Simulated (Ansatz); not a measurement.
**MoO3 (molybdenum trioxide): CAM-B3LYP/def2-SVPD (core potential)**

What is the vertical singlet–triplet gap of MoO3 (molybdenum trioxide) at CAM-B3LYP/def2-SVPD (core potential)? 

The results are computed with Ansatz 0.2.0.

3 further runs of the same task are left out: 2 that didn't finish, 1 set aside as unsound or not needed.

## (1) The molecule

The species is MoO3 (4 atoms), meant as a singlet with charge 0. SMILES: `[O]=[Mo](=[O])=[O]`. Geometry: relaxed at PBE0-D4/def2-TZVP.

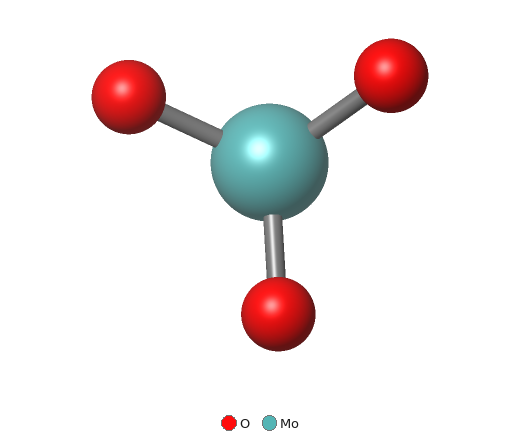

The structure, seen from a chosen angle (oxygen red, molybdenum teal).

## (2) A single-point energy at CAM-B3LYP/def2-SVPD (core potential)

input.yaml

```yaml
crystal:
  periodic: [false, false, false]
  atoms:
    - {symbol: O, position_ang: [-0.968000, -0.149800, 1.262500]}
    - {symbol: Mo, position_ang: [-0.138100, -0.336500, -0.200300]}
    - {symbol: O, position_ang: [1.507000, -0.607600, 0.088800]}
    - {symbol: O, position_ang: [-0.345200, 1.033600, -1.171400]}
basis:
  gaussian:
    orbitals: def2-SVPD
accuracy: high
hamiltonian:
  xc: {name: CAM-B3LYP}
output: {orbitals: {seedname: orbitals}}
```

Launch:

```sh
ansatz run input.yaml --threads 1 --pin off --max-ram 3480MiB --events-out events.jsonl --progress --plain --runs-dir runs
```

Standard output:

```text
Warning: RAYON_NUM_THREADS=1 ignored (pool sized by the plan → 1); use --threads N
Functional definition: CAM-B3LYP
  name "CAM-B3LYP"
  parameter alpha = 0.19
  parameter beta = 0.46
  parameter omega = 0.33/bohr
  parameter ac = 0.81
  exchange = (1 - alpha - beta)*b88_x + beta*b88_x_sr(omega) + alpha*exact_x + beta*exact_x_lr(omega)
  correlation = (1 - ac)*vwn5_c + ac*lyp_c
2048 factors; integrals over basis functions are off by at most 2.4e-9 eV
504 factors; integrals over basis functions are off by at most 1.6e-9 eV
mean field evaluation 1: about -7965.0840 eV, gradient 1.2e2 eV
mean field evaluation 2: about -7751.8600 eV, gradient 3.3e2 eV
mean field evaluation 4: about -7989.9289 eV, gradient 7.4e0 eV
mean field evaluation 8: about -7990.1530 eV, gradient 7.8e-1 eV
mean field evaluation 16: about -7990.1543 eV, gradient 2.1e-4 eV
mean field -7990.15430174 eV, -293.6327546677 hartree, gradient 9.0e-8 eV, S^2 0.000000; 0 other end points of the search recorded, 0 dependent functions left out
reference -7990.15431789 eV, -293.6327552613 hartree; 19, 19 occupied and 84, 84 virtual orbitals, 2048 factors
Total energy: -7990.15431789 eV, -293.6327552613 hartree
```

It took 12 s on 1 thread of Arm Neoverse V1, shared host; peak memory 0.39 GiB.

## (3) The triplet

job.yaml

```yaml
crystal:
  periodic: [false, false, false]
  atoms:
    - symbol: O
      position_ang: [-0.968000, -0.149800, 1.262500]
    - symbol: Mo
      position_ang: [-0.138100, -0.336500, -0.200300]
    - symbol: O
      position_ang: [1.507000, -0.607600, 0.088800]
    - symbol: O
      position_ang: [-0.345200, 1.033600, -1.171400]
basis:
  gaussian:
    orbitals: def2-SVPD
magnetization:
  spin_polarized: true
  initial_magnetization: 2
hamiltonian:
  xc: {name: CAM-B3LYP}
accuracy: high
output:
  orbitals: {seedname: orbitals}
```

Launch:

```sh
ansatz run job.yaml --threads 1 --pin off --max-ram 3480MiB --events-out events.jsonl --progress --plain --runs-dir runs
```

Standard output (excerpt; [...] marks lines left out):

```text
Warning: RAYON_NUM_THREADS=1 ignored (pool sized by the plan → 1); use --threads N
[... 2 set-up lines as earlier in the session ...]
[...]
2048 factors; integrals over basis functions are off by at most 2.4e-9 eV
504 factors; integrals over basis functions are off by at most 1.6e-9 eV
[...]
mean field -7988.03831362 eV, -293.5549935387 hartree, gradient 3.4e-8 eV, S^2 2.043538; 6 other end points of the search recorded, 0 dependent functions left out
reference -7988.03832942 eV, -293.5549941192 hartree; 20, 18 occupied and 83, 85 virtual orbitals, 2048 factors
Total energy: -7988.03832942 eV, -293.5549941192 hartree
```

It took 47 s on 1 thread of Arm Neoverse V1, shared host; peak memory 0.56 GiB.

## (4) What came out

At CAM-B3LYP/def2-SVPD (core potential):

| quantity | value |
| --- | --- |
| singlet: total energy | -293.63276 Eh |
| singlet: HOMO energy | -10.67 eV |
| singlet: LUMO energy | -4.00 eV |
| singlet: HOMO–LUMO gap | 6.66 eV |
| triplet: total energy | -293.55499 Eh |
| triplet: HOMO energy (highest over α and β) | -8.55 eV |
| triplet: LUMO energy (lowest over α and β) | -6.02 eV |
| triplet: ⟨S²⟩ | 2.044 |
| vertical energy of the triplet above the singlet | 2.116 eV |

At this shape the triplet lies 2.12 eV (204 kJ/mol) above the singlet.
